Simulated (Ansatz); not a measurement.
```xyz
5

C     1.4856   -1.0628    0.7141
B     0.2570   -1.2166    1.3872
Li   -1.5896   -1.4479    2.3987
H     2.1857   -1.8945    0.5626
H     1.8176   -0.1019    0.3003
```

Geometry: PBE0-D3(BJ)/def2-SVP.

All numbers below come from isolated molecule in a Gaussian basis; Kohn-Sham density functional theory, functional PBE0 (Ansatz).

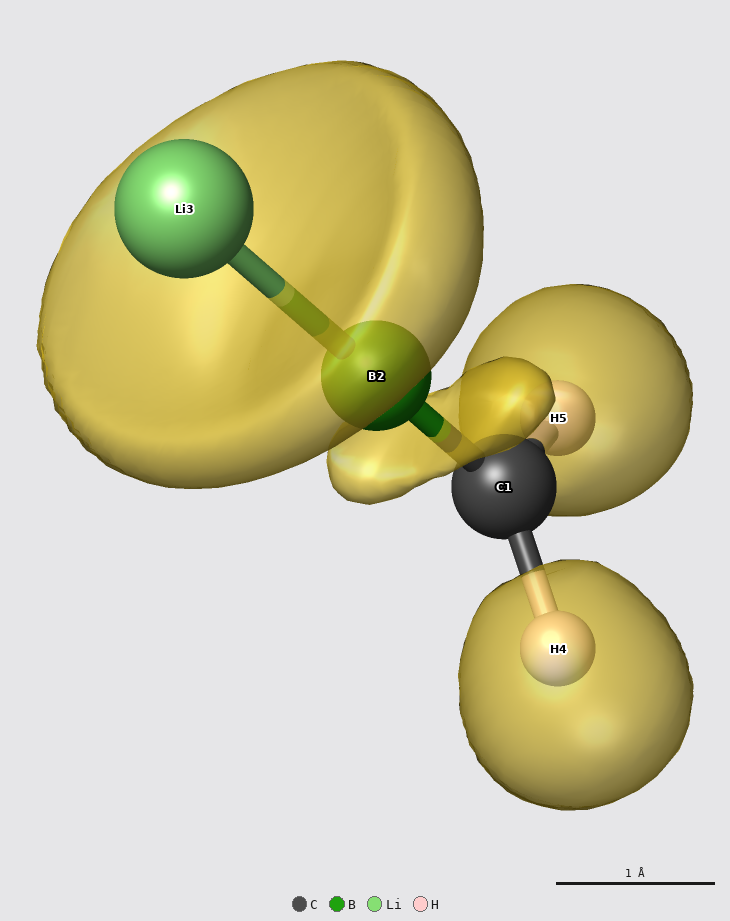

CH₂BLi. Isosurface of the electron localisation function at 0.9 (yellow), seen at an oblique angle. Core shells and regions of very low density are left out.

Identify the bonds, lone pairs and shells in this picture.

At this value the surface marks out one region between bonded B–C atoms (shared pairs), two regions around hydrogen nuclei and one lobe of the valence shell of B pointing towards Li. Along the contacts the grid gives the following. C–B (1.41 Å): the ELF peaks at about 0.95 between the atoms; localised, covalent bonding. Li–B (2.12 Å): the ELF peaks at about 1 in the valence shell of B, 0.9 Å from its nucleus, and is about 1 at the midpoint.
